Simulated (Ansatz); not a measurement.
## Electronic structure of C₁₄H₁₁N (SMILES Cc1ccc(-c2ccc(C#N)cc2)cc1) in real space

Input file:

```
crystal:
  periodic: [false, false, false]
  atoms:
    - {symbol: C, position_ang: [4.699089, -0.092712, -0.234508]}
    - {symbol: C, position_ang: [3.195806, -0.042370, -0.148679]}
    - {symbol: C, position_ang: [2.513801, -0.445376, 1.017625]}
    - {symbol: C, position_ang: [1.116240, -0.424311, 1.087867]}
    - {symbol: C, position_ang: [0.337438, -0.003366, -0.013320]}
    - {symbol: C, position_ang: [-1.141881, 0.020917, 0.057710]}
    - {symbol: C, position_ang: [-1.810659, 0.312646, 1.270472]}
    - {symbol: C, position_ang: [-3.204468, 0.337296, 1.344599]}
    - {symbol: C, position_ang: [-3.981182, 0.066842, 0.193313]}
    - {symbol: C, position_ang: [-5.412370, 0.089031, 0.261382]}
    - {symbol: N, position_ang: [-6.585630, 0.106570, 0.315840]}
    - {symbol: C, position_ang: [-3.326777, -0.226589, -1.026362]}
    - {symbol: C, position_ang: [-1.932187, -0.246728, -1.085565]}
    - {symbol: C, position_ang: [1.020643, 0.400292, -1.183561]}
    - {symbol: C, position_ang: [2.417724, 0.383586, -1.245921]}
    - {symbol: H, position_ang: [5.105003, 0.769192, -0.801469]}
    - {symbol: H, position_ang: [5.168371, -0.098143, 0.768782]}
    - {symbol: H, position_ang: [5.037287, -1.011715, -0.760877]}
    - {symbol: H, position_ang: [3.093475, -0.788672, 1.889552]}
    - {symbol: H, position_ang: [0.617756, -0.770839, 2.005951]}
    - {symbol: H, position_ang: [-1.222072, 0.556004, 2.167439]}
    - {symbol: H, position_ang: [-3.707413, 0.573613, 2.293489]}
    - {symbol: H, position_ang: [-3.925241, -0.445850, -1.922435]}
    - {symbol: H, position_ang: [-1.439937, -0.504140, -2.035113]}
    - {symbol: H, position_ang: [0.446907, 0.768866, -2.047556]}
    - {symbol: H, position_ang: [2.920288, 0.715957, -2.168668]}
basis:
  gaussian: {orbitals: def2-TZVP, initial_orbitals: start.molden}
hamiltonian: {xc: pbe0, dispersion: d4}
scf: {omitted_lower_state_checks: [starts]}
output: {orbitals: {seedname: orbitals}}
```

Command:

```sh
ansatz run in.yaml --threads 4 --pin off --events-out ev --progress --plain --max-ram 6963MiB
```

Geometry: PBE-D4/def2-SVP.

All numbers below come from RKS PBE0-D4/def2-TZVP in Ansatz.

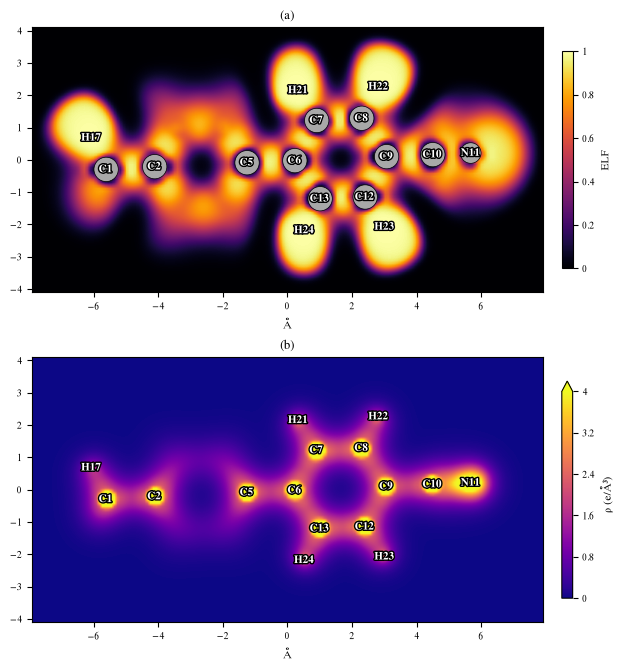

Figure 1. (a) ELF; (b) electron density on the plane of atoms C9, C8 and H22. Grey discs cover the atomic cores in the ELF map.

What does the map show?

Answer. The plane passes through C, N and H nuclei. C–N (1.17 Å): the density is about 3.5 e/Å³ at the midpoint; the ELF peaks at about 0.85 between the atoms; a short, multiple covalent bond. C–C (1.40 Å): ρ is about 2.1 e/Å³ halfway; the ELF peaks at about 0.95 between the atoms, as expected for a covalent bond. C–H (1.10 Å): the density is about 2 e/Å³ at the midpoint; the ELF climbs to about 1 towards the hydrogen, as it does in any bond to H (a covalent bond by its length). C–C (1.48 Å): ρ is about 1.8 e/Å³ halfway; the ELF peaks at about 0.95 between the atoms; a shared electron pair. The ELF also peaks beside N11, away from the bonds: lone-pair regions.

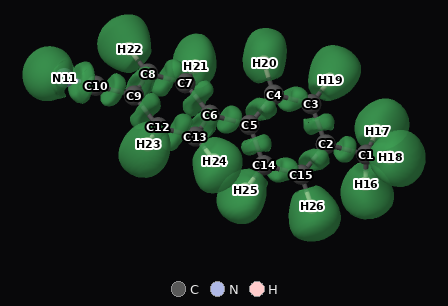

Figure 2. Isosurface of the ELF at 0.8 (green), seen at a tilt. Core shells and regions of very low density are left out.

Describe the localisation domains.

Answer. The ELF exceeds this value in 15 regions between bonded C–C atoms (shared pairs), one region between bonded C–N atoms (shared pairs), eleven regions around hydrogen nuclei and one lobe on N, pointing away from the bonds (lone pairs).

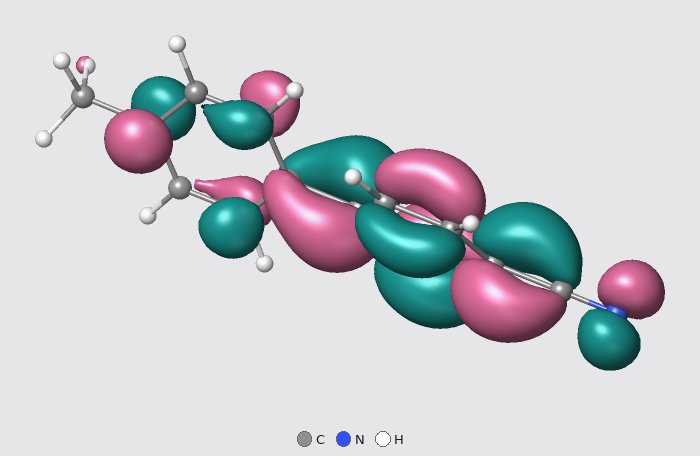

Figure 3. The LUMO at ±0.1 Å⁻³ᐟ² (teal and pink are the two phases), seen at an oblique angle.

What is the character of this orbital?

Answer. By Hirshfeld shares it lies mainly on C6 (about 15 %), C9 (about 15 %), N11 (about 10 %), C12 (about 10 %), C8 (about 10 %) and C10 (about 5 %). Its energy is −1.94 eV.

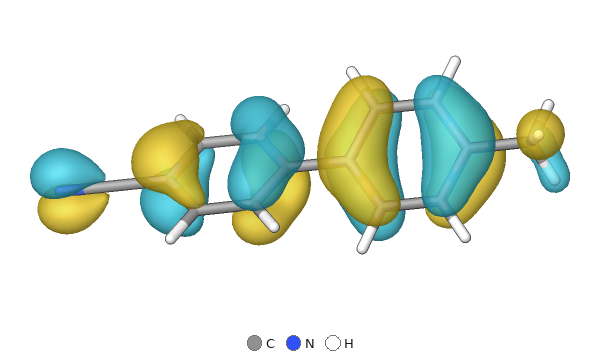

Figure 4. The HOMO at ±0.08 Å⁻³ᐟ² (yellow and cyan are the two phases), seen at a tilt.

Describe this orbital and give its energy.

Answer. By Hirshfeld shares it lies mainly on C2 (about 15 %), C5 (about 15 %), C9 (about 10 %), C6 (about 10 %), C4 (about 5 %) and C14 (about 5 %). Its energy is −6.79 eV.
